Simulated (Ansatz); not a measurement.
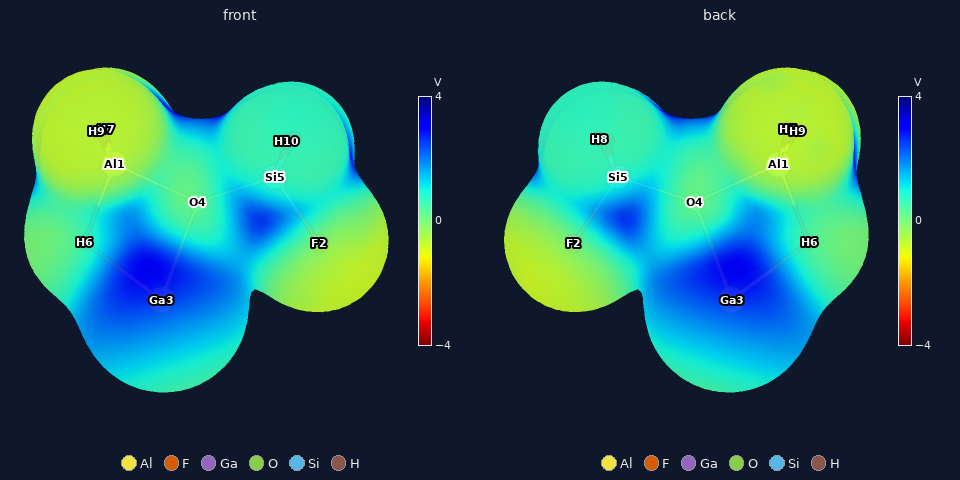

AlFGaH5OSi. The electrostatic potential painted on the density surface at 0.004 e/bohr³, seen from the front and from behind; red is negative and blue positive.

Geometry: PBE0-D3(BJ)/pcseg-1.

Theory: isolated molecule in a Gaussian basis; Kohn-Sham density functional theory, functional PBE0 (Ansatz).

The calculation's input:

```
crystal:
  periodic: [false, false, false]
  atoms:
    - symbol: Al
      position_ang: [-2.657475, 0.358515, 0.135007]
    - symbol: F
      position_ang: [1.480788, 2.077495, 0.193681]
    - symbol: Ga
      position_ang: [-0.488022, -0.007301, 2.063606]
    - symbol: O
      position_ang: [-0.915661, 1.027815, 0.253822]
    - symbol: Si
      position_ang: [0.067892, 2.033016, -0.616381]
    - symbol: H
      position_ang: [-2.333428, -0.476437, 1.582602]
    - symbol: H
      position_ang: [-2.764572, -0.662241, -1.082124]
    - symbol: H
      position_ang: [0.337085, 1.473773, -1.962567]
    - symbol: H
      position_ang: [-3.706844, 1.527929, 0.392129]
    - symbol: H
      position_ang: [-0.477652, 3.411030, -0.646248]
basis:
  gaussian: {orbitals: def2-SVPD}
hamiltonian: {xc: {name: PBE0}}
output: {forces: true, orbitals: {seedname: orbitals}}
```

Run with:

```sh
ansatz run input.yaml --threads 2 --pin off --max-ram 4350MiB --events-out events.jsonl --progress --plain --runs-dir runs
```

**Which sites attract a positive test charge, and which a negative one?**

A positive charge is drawn to the negative regions and a negative charge to the positive ones. The most negative region (about −0.8 V, or −18 kcal/mol for a unit charge) lies over F2, the most positive (about +3.0 V, or +69 kcal/mol for a unit charge) over Al1, Ga3 and Si5.

**What dipole moment does the calculation give?**

Its dipole moment is 1.34 D.
